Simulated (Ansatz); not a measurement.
The calculation's input:

```
crystal:
  periodic: [false, false, false]
  atoms:
    - {symbol: F, position_ang: [1.120468, -0.561289, 1.227272]}
    - {symbol: C, position_ang: [0.203354, -0.717701, 0.260092]}
    - {symbol: F, position_ang: [-0.898943, -1.271178, 0.788872]}
    - {symbol: C, position_ang: [-0.156299, 0.659449, -0.313402]}
    - {symbol: F, position_ang: [0.929995, 1.220528, -0.839866]}
    - {symbol: F, position_ang: [-0.642720, 1.462795, 0.621088]}
    - {symbol: F, position_ang: [-1.066014, 0.518017, -1.274893]}
    - {symbol: H, position_ang: [0.602258, -1.367621, -0.525061]}
basis:
  gaussian: {orbitals: def2-TZVPP}
hamiltonian: {xc: pbe0, dispersion: d4}
output: {orbitals: {seedname: orbitals}}
```

Command:

```sh
ansatz run in.yaml --threads 4 --pin off --events-out ev --progress --plain --max-ram 10444MiB
```

Geometry: PBE0-D4/def2-TZVP.

Method: RKS PBE0-D4/def2-TZVPP in Ansatz.

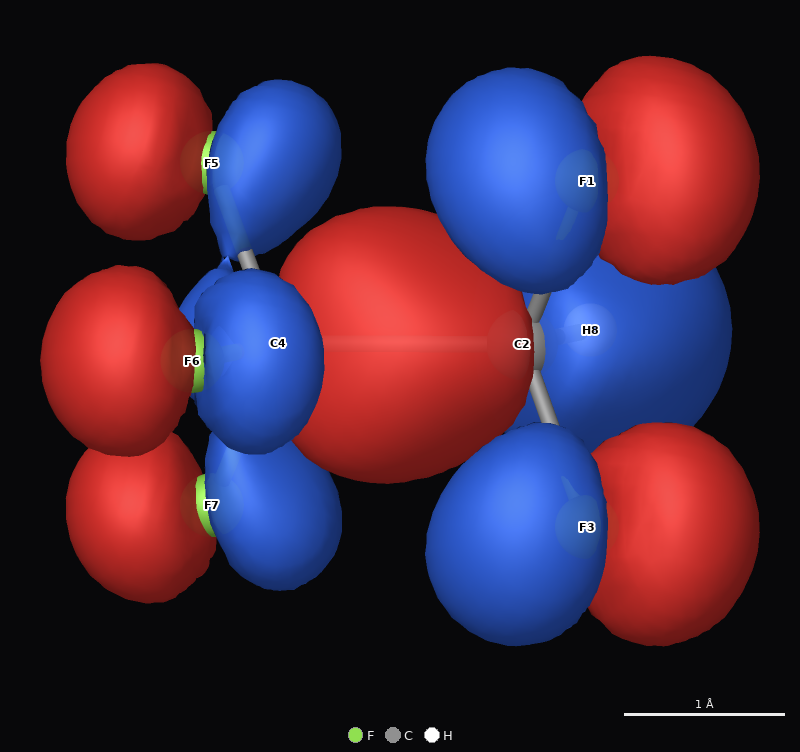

C2HF5 (SMILES FC(F)C(F)(F)F). The HOMO at ±0.1 Å⁻³ᐟ² (red and blue are the two phases), seen across its widest extent.

What is the character of this orbital?

Answer. It lies mainly on C2 (about 20 %), F1 (about 20 %), F3 (about 20 %), C4 (about 15 %), H8 (about 10 %) and F6 (about 10 %). Its energy is −10.50 eV.
